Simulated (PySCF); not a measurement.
**C$_{4}$H$_{10}$OSi (SMILES C[C@H]1CO[SiH2]C1): density, localisation and related maps**

Input file:

```
{"job": {"kind": "nmr", "xc": "PBE0", "basis": "pcSseg-1", "pop": false}, "charge": 0, "multiplicity": 1}
C     -1.764900    -0.303400    -0.801100
C     -0.361200     0.095200    -0.711000
C     -0.079200     1.307800     0.257800
O      1.297200     1.472700     0.452800
Si     2.009400     0.026900     0.509300
C      0.530000    -1.018400    -0.344000
H     -2.551300     0.427800    -0.774900
H     -2.160100    -0.909700     0.083600
H     -2.020500    -1.029600    -1.680700
H     -0.133900     0.406800    -1.808300
H     -0.532700     2.184700    -0.273400
H     -0.665300     1.090200     1.188800
H      3.132400    -0.323000    -0.213700
H      2.087200    -0.524800     1.878500
H      0.785700    -1.642500    -1.163200
H     -0.073800    -1.683500     0.166000
```

Launched as:

```sh
OMP_NUM_THREADS=1 python probes_run.py task.json out
```

Geometry: GFN2-xTB, MD frame at 250 fs, 600 K.

The calculation used PySCF 2.14.0, PBE0/pcSseg-1, SCF density, gas phase, non-relativistic.

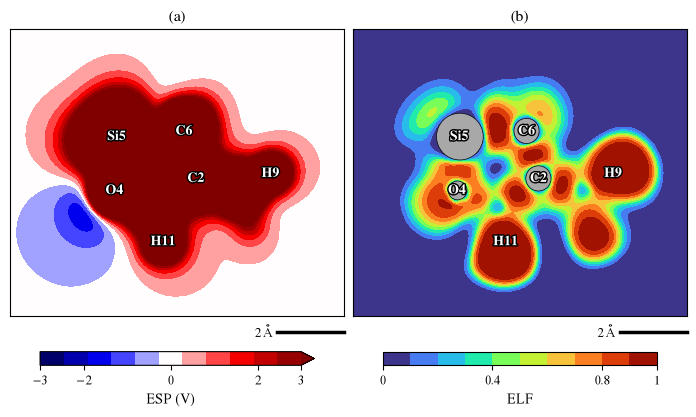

Figure 1. (a) electrostatic potential; (b) electron localisation function on the plane of atoms O4, Si5 and C6. Grey discs cover the atomic cores in the ELF map.

Interpret the plot.

The section cuts through C, O, Si and H sites.
C–C (1.47 Å): the ELF peaks at about 0.95 between the atoms, as expected for a shared electron pair.
Si–O (1.61 Å): the ELF peaks at about 0.85 between the atoms; a short, strongly polar bond.
C–Si (2.00 Å): the ELF peaks at about 0.95 between the atoms; a covalent bond.
The ELF also peaks beside O4, away from the bonds: lone-pair regions.
Outside the dense part of the molecule the potential is most negative (−1.7 V) near O4.

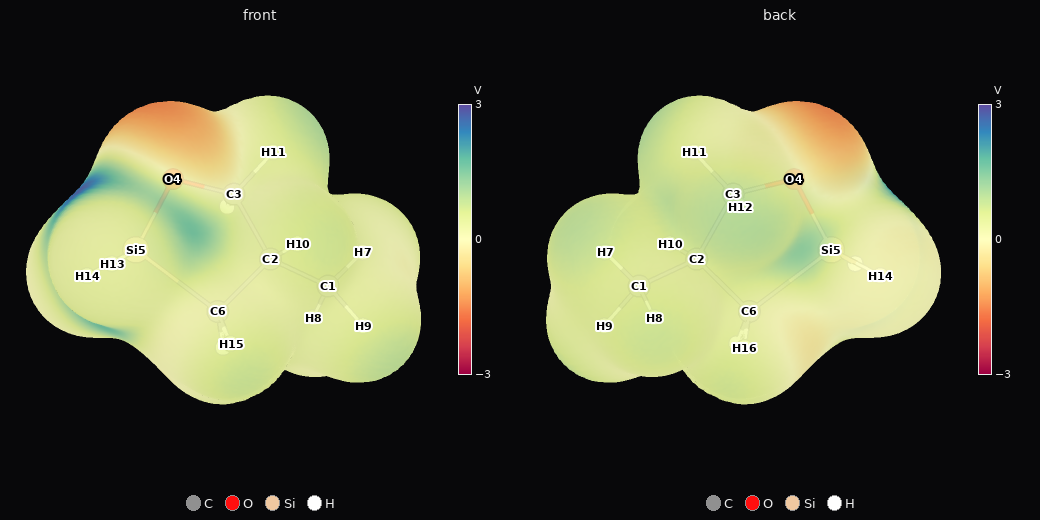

Figure 2. The molecular electrostatic potential painted on the density surface at 0.004 e/bohr³, seen from the front and from behind; the colour scale runs from red (negative) to blue (positive).

Describe the electrostatic potential map.

The most negative region (about −1.5 V, or −35 kcal/mol for a unit charge) lies over O4, the most positive (about +2.6 V, or +60 kcal/mol for a unit charge) over Si5. O4 is the likeliest acceptor of a hydrogen bond.
